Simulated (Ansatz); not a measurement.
# doublet NO3 at 6 levels

Aim: a comparison of 6 runs (UB3LYP/6-31G*, U-r2SCAN/aug-cc-pVDZ, UB2PLYP/aug-cc-pVDZ, UPBE0/aug-cc-pVDZ, RPA@PBE0/aug-cc-pVDZ, UMP2/aug-cc-pVDZ) of doublet NO3. 

The results are computed with Ansatz 0.2.0.

## 1. Starting point

NO3: 4 atoms, total charge 0, spin state doublet. SMILES of the parent species: `O=[N+]([O-])[O-]`. Geometry: relaxed at PBE0-D4/def2-TZVPD. That shape belongs to the parent species and isn't relaxed for this state.

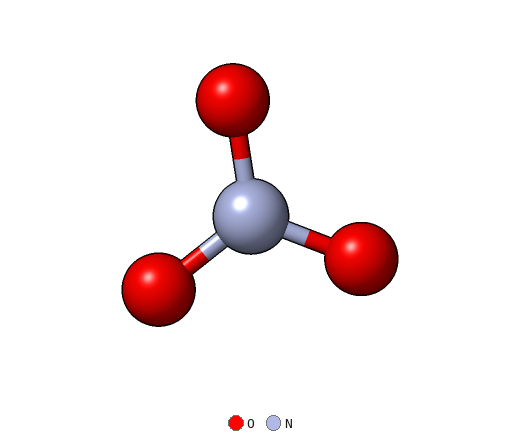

The structure, seen from a chosen angle (oxygen red, nitrogen light blue).

## 2. A single-point energy at UB3LYP/6-31G(d) (Cartesian functions) (run 1)

Contents of input.yaml:

```yaml
crystal:
  periodic: [false, false, false]
  atoms:
    - {symbol: O, position_ang: [0.296520, 0.524040, 1.091530]}
    - {symbol: "N", position_ang: [0.000000, 0.000000, -0.000000]}
    - {symbol: O, position_ang: [0.470440, -1.113360, -0.305120]}
    - {symbol: O, position_ang: [-0.766950, 0.589330, -0.786420]}
basis:
  gaussian: {orbitals: "6-31G*"}
magnetization: {spin_polarized: true, initial_magnetization: 1}
hamiltonian: {xc: {name: B3LYP}}
accuracy: high
output: {orbitals: {seedname: orbitals}}
```

Run with:

```console
$ ansatz run input.yaml --threads 1 --pin off --max-ram 3480MiB --events-out events.jsonl --progress --plain --runs-dir runs
```

Log:

```text
Warning: RAYON_NUM_THREADS=1 ignored (pool sized by the plan → 1); use --threads N
Functional definition: B3LYP
  name "B3LYP"
  parameter a0 = 0.2
  parameter ax = 0.72
  parameter ac = 0.81
  exchange = (1 - a0 - ax)*slater_x + ax*b88_x + a0*exact_x
  correlation = (1 - ac)*vwn_rpa_c + ac*lyp_c
1188 factors; integrals over basis functions are off by at most 2.7e-9 eV
mean field evaluation 1: about -7621.0743 eV, gradient 3.6e1 eV
mean field evaluation 2: about -7613.3384 eV, gradient 6.2e1 eV
mean field evaluation 4: about -7625.0202 eV, gradient 9.7e-1 eV
mean field evaluation 8: about -7625.0809 eV, gradient 1.5e-1 eV
mean field evaluation 16: about -7625.0810 eV, gradient 2.0e-4 eV
mean field evaluation 32: about -7624.8382 eV, gradient 1.7e0 eV
mean field -7625.08101692 eV, -280.2165589061 hartree, gradient 8.8e-8 eV, S^2 0.754824; 2 other end points of the search recorded, 0 dependent functions left out
reference -7625.08103411 eV, -280.2165595380 hartree; 16, 15 occupied and 44, 45 virtual orbitals, 1188 factors
Total energy: -7625.08103411 eV, -280.2165595380 hartree
```

Run time: 4.8 s. Hardware: 1 thread of Arm Neoverse V2, shared host; peak memory 0.2 GiB.

## 3. A single-point energy at U-r2SCAN/aug-cc-pVDZ (run 2)

input.yaml: that of step 2 with these lines changed.

```diff
@@ -8,5 +8,5 @@
 basis:
-  gaussian: {orbitals: "6-31G*"}
+  gaussian: {orbitals: aug-cc-pVDZ}
 magnetization: {spin_polarized: true, initial_magnetization: 1}
-hamiltonian: {xc: {name: B3LYP}}
+hamiltonian: {xc: r2scan}
 accuracy: high
```

Run with:

```console
$ ansatz run input.yaml --threads 1 --pin off --max-ram 3480MiB --events-out events.jsonl --progress --plain --runs-dir runs
```

Log:

```text
Warning: RAYON_NUM_THREADS=1 ignored (pool sized by the plan → 1); use --threads N
Functional definition: r2SCAN
  name "r2SCAN"
  parameter k0 = 0.174
  parameter k1 = 0.065
  parameter a1 = 4.9479
  exchange = r2scan_x(k0 = k0, k1 = k1, a1 = a1)
  correlation = r2scan_c
1800 factors; integrals over basis functions are off by at most 2.7e-9 eV
mean field evaluation 1: about -7620.5075 eV, gradient 3.1e1 eV
mean field evaluation 2: about -7614.3087 eV, gradient 5.4e1 eV
mean field evaluation 4: about -7623.5486 eV, gradient 9.4e-1 eV
mean field evaluation 8: about -7623.5575 eV, gradient 4.8e-2 eV
mean field evaluation 16: about -7623.5576 eV, gradient 3.0e-5 eV
mean field -7623.55755458 eV, -280.1605726980 hartree, gradient 4.9e-8 eV, S^2 0.755252; 0 other end points of the search recorded, 0 dependent functions left out
reference -7623.55756096 eV, -280.1605729322 hartree; 16, 15 occupied and 76, 77 virtual orbitals, 1800 factors
Total energy: -7623.55756096 eV, -280.1605729322 hartree
```

Wall time 11 s (1 thread of Arm Neoverse V2, shared host); peak memory 0.34 GiB.

Runs 3 to 5 aren't shown in full; the table further down has their settings and results.

## 4. The energy at UMP2/aug-cc-pVDZ (run 6)

Contents of in.yaml:

```yaml
crystal:
  periodic: [false, false, false]
  atoms:
    - {symbol: O, position_ang: [0.296520, 0.524040, 1.091530]}
    - {symbol: N, position_ang: [0.000000, 0.000000, -0.000000]}
    - {symbol: O, position_ang: [0.470440, -1.113360, -0.305120]}
    - {symbol: O, position_ang: [-0.766950, 0.589330, -0.786420]}
basis:
  gaussian: {orbitals: aug-cc-pVDZ}
total_charge: 0
magnetization: {spin_polarized: true, initial_magnetization: 1}
correlation: {method: mp2, frozen_orbitals: {"N": 1, O: 1}}
accuracy: high
```

Run with:

```console
$ ansatz run in.yaml --threads 1 --pin off --max-ram 3480MiB --events-out events.jsonl --progress --plain --runs-dir runs
```

Log:

```text
Warning: RAYON_NUM_THREADS=1 ignored (pool sized by the plan → 1); use --threads N
Functional definition: HF
  name "HF"
  exchange = exact_x
  correlation = 0
1800 factors; integrals over basis functions are off by at most 2.7e-9 eV
mean field evaluation 1: about -7582.4084 eV, gradient 3.5e1 eV
mean field evaluation 2: about -7582.4430 eV, gradient 3.5e1 eV
mean field evaluation 4: about -7586.6851 eV, gradient 2.7e0 eV
mean field evaluation 8: about -7586.7566 eV, gradient 1.2e-1 eV
mean field evaluation 16: about -7586.7570 eV, gradient 9.6e-3 eV
mean field evaluation 32: about -7588.2154 eV, gradient 5.4e-1 eV
mean field evaluation 64: about -7587.1134 eV, gradient 4.6e-2 eV
mean field evaluation 96: about -7587.1097 eV, gradient 1.5e-1 eV
mean field evaluation 128: about -7588.2421 eV, gradient 1.5e-5 eV
mean field evaluation 160: about -7588.2421 eV, gradient 4.4e-3 eV
mean field evaluation 192: about -7580.3298 eV, gradient 2.4e1 eV
mean field evaluation 224: about -7588.2410 eV, gradient 2.4e-1 eV
mean field evaluation 256: about -7587.2428 eV, gradient 7.5e-2 eV
mean field -7588.24209344 eV, -278.8627534386 hartree, gradient 2.5e-8 eV, S^2 1.363749; 16 other end points of the search recorded, 0 dependent functions left out
4 core orbitals not correlated: weight in the atoms' cores, before any rotation towards them, 1.000 or more for the frozen orbitals, at most 0.000 for the correlated occupied ones
reference -7588.24209344 eV, -278.8627534386 hartree; 12, 11 occupied and 76, 77 virtual orbitals, 1800 factors
second order -18.03151060 eV of doubles, -0.00000000 eV of singles
Total energy: -7606.27360404 eV, -279.5253992309 hartree
```

Wall time 16 s (1 thread of Arm Neoverse V2, shared host); peak memory 0.35 GiB.

## 5. The series

```csv
run,level,Cartesian functions,frozen core orbitals,energy (Eh),HOMO energy (eV),LUMO energy (eV),⟨S²⟩,wall time
1,UB3LYP/6-31G* (Cartesian functions),yes,–,-280.216560,-10.05,-6.55,0.755,4.8 s
2,U-r2SCAN/aug-cc-pVDZ,no,–,-280.160573,-9.21,-7.41,0.755,11 s
3,UB2PLYP/aug-cc-pVDZ,no,4,-280.050650,-11.48,-5.15,0.764,31 s
4,UPBE0/aug-cc-pVDZ,no,–,-279.984755,-10.61,-6.66,0.758,7.8 s
5,RPA@PBE0/aug-cc-pVDZ,no,4,-279.834540,–,–,0.758,12 s
6,UMP2/aug-cc-pVDZ,no,4,-279.525399,–,–,1.364,16 s
```

## 6. Summary of results

| quantity | value |
| --- | --- |
| run 6: total energy | -279.52540 Eh |
| run 6: correlation energy (4 core orbitals frozen) | -662.6 mEh |
| run 6: ⟨S²⟩ of the reference determinant | 1.364 |

Totals of different functionals can't be ranked against each other. Spin contamination of the reference: run 6 ⟨S²⟩ = 1.36. Where it is this large, the reference is a mixture of spin states, and values that rest on it are in doubt. All runs together took 82 s, the longest 31 s.
